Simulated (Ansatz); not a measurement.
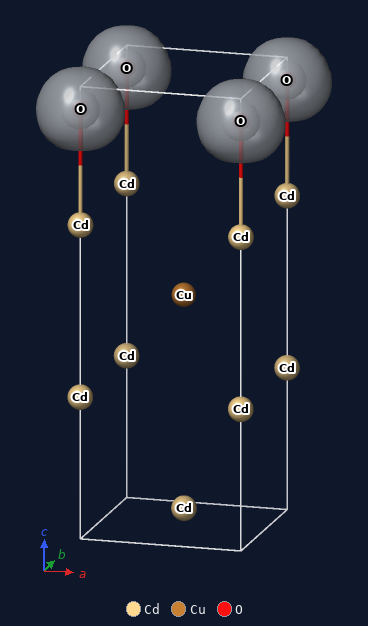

Figure 1: Cd$_{3}$CuO. Isosurface of the ELF at 0.7 (grey), seen slightly off an axis. Core shells and regions of very low density are left out. Sticks mark near contacts.

Space group Pm; a generated structure, not necessarily the stable one; computed without spin polarisation; Hubbard U of 4 eV on Cu d only.

These are results of Ansatz 0.2.0, DFT PBE+U, scalar-relativistic, plane waves, PAW, not measurements.

```
CELL_PARAMETERS angstrom
3.13666 0.00000 0.00624
0.00000 3.13664 0.00000
-0.02607 0.00000 8.79004
ATOMIC_POSITIONS crystal
Cd 0.99944 0.00000 0.31338
Cd 0.00051 0.00000 0.69404
Cd 0.50137 0.50000 0.03543
Cu 0.50000 0.50000 0.50736
O 0.00146 0.00000 0.94979
```

What do the ELF domains correspond to?

Answer. The ELF exceeds this value in one region wrapped around O (its valence shell), counted in one cell of 5 atoms. Regions shared between cells count once.

Values along the shortest contacts:
Cd–O (2.25 Å): the ELF peaks at about 0.80 in the valence shell of O, 0.6 Å from its nucleus, and drops to about 0.10 between the two atoms (no shared electron pair shows on this line). Cd–Cu (2.76 Å): the ELF is about 0.20 at the midpoint: no localised pair shows between them.
